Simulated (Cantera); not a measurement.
Input: 1 mol MgO, 5.3 mol Cl₂, 16 mol N₂, equilibrated at 0.100 bar.

Cantera equilibrium calculation (NASA polynomials, part measured and part estimated; ideal gas, pure solids and liquids). Candidate condensed phases: Mg, MgCl₂, MgO; 18 gas species. The numbers say what is thermodynamically allowed, not how fast it happens.

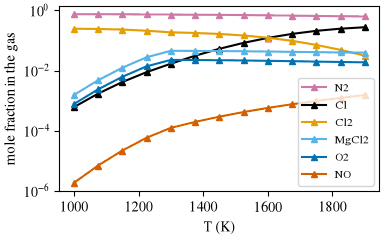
Figure. Equilibrium gas composition (values under 1e-9 drawn at 1e-9)

From 1000 K to 1225 K the condensed part is MgO(s). From 1300 K to 1900 K nothing is condensed. The main Mg-bearing gas is MgCl₂ throughout.
